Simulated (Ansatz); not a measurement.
Band structure of Mg6SbMo (Amm2, 8 atoms in the cell).

```yaml
crystal:
  lattice:
    - [5.00334, 0.00000, 0.00000]
    - [0.00000, 3.11246, 5.26738]
    - [0.00000, -3.11246, 5.26738]
  atoms:
    - { symbol: Mg, position: [0.00000, 0.32564, 0.83724] }
    - { symbol: Mg, position: [0.00000, 0.83724, 0.32564] }
    - { symbol: Mg, position: [0.00000, 0.33432, 0.33432] }
    - { symbol: Mg, position: [0.50000, 0.15422, 0.67426] }
    - { symbol: Mg, position: [0.50000, 0.67426, 0.15422] }
    - { symbol: Mg, position: [0.50000, 0.16642, 0.16642] }
    - { symbol: Sb, position: [0.50000, 0.67576, 0.67576] }
    - { symbol: Mo, position: [0.00000, 0.83216, 0.83216] }
```

Method of the run: PBEsol, PAW files made with PBE (plane waves; Ansatz, a quantum-chemistry and plane-wave program).

Settings: basis.ecutwfc = 420 eV; kpoints.mp_grid.grid = 4 3 3; hamiltonian.xc = pbesol; hamiltonian.pseudopotentials = {kind: paw} (the program's default PAW files); scf.occupations.method = gaussian; scf.occupations.width = 0.1 eV; kpoints.band_path.npoints = 8.

The starting cell comes from a database of computed structures (which also holds hypothetical and non-ambient phases and stackings), without a prior relaxation at this level. Spin-orbit coupling is off. Spin polarisation is off.

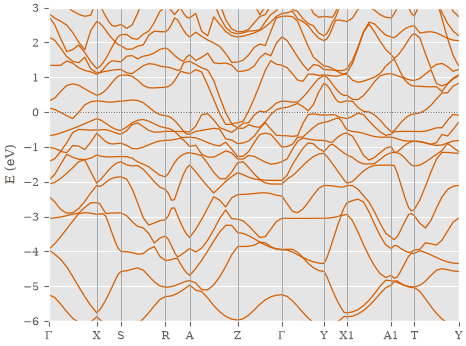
Figure. Bands along the path, energies from the Fermi level.

Levels in eV from the Fermi level, bands 41 to 48:
```
point     41     42     43     44     45     46     47    48
-----  -----  -----  -----  -----  -----  -----  -----  ----
Γ      -1.96  -1.42  -1.01  -0.68   0.12   0.31   1.34  2.16
X      -1.23  -0.61  -0.51  -0.19   0.32   0.48   1.09  1.13
S      -1.28  -0.89  -0.63  -0.53   0.31   1.06   1.22  1.44
R      -1.86  -0.81  -0.55  -0.45  -0.10   0.71   1.30  1.84
A      -1.17  -0.99  -0.72  -0.64  -0.57   1.11   1.46  1.65
Z      -1.45  -1.35  -1.28  -0.91  -0.46  -0.45  -0.30  1.16
Y      -1.13  -0.82  -0.29  -0.09   0.82   1.04   1.07  1.22
X1     -1.23  -0.61  -0.51  -0.19   0.32   0.48   1.09  1.13
A1     -1.17  -0.99  -0.72  -0.64  -0.57   1.11   1.46  1.65
T      -1.55  -0.84  -0.83  -0.56  -0.05   0.75   0.91  2.26
```

Bands cross the Fermi level along this path, so the cell is metallic at this level.

Keys are those of Ansatz 0.2.
